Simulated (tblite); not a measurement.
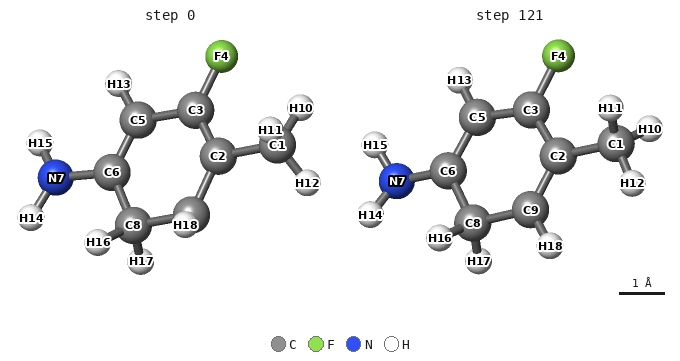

The structure of C7H9FN (multiplicity 2) before (left) and after (right) a relaxation, at one scale.

The picture is a ball-and-stick view, seen at a tilt.

Level of theory: tblite, GFN2-xTB geometry optimisation, gas phase. 

Q: What changed between the two?

A: H18 moves most after the best rigid fit: 0.91 Å. Largest moves by element: H 0.91 Å, N 0.13 Å, C 0.12 Å, F 0.08 Å. Among the contacts that change: C2–C9 1.456 → 1.357 Å, C2–C3 1.315 → 1.409 Å, C3–C5 1.465 → 1.396 Å, C6–N7 1.441 → 1.378 Å. Among the angles between lasting bonds that change: C2–C9–H18 108.8° → 120.2°, C8–C9–H18 107.3° → 116.2°, C3–C2–C9 126.6° → 118.4°. Groups turn about C1–C2 by about 35°. Over 121 geometry steps the energy falls by 1.576 eV.
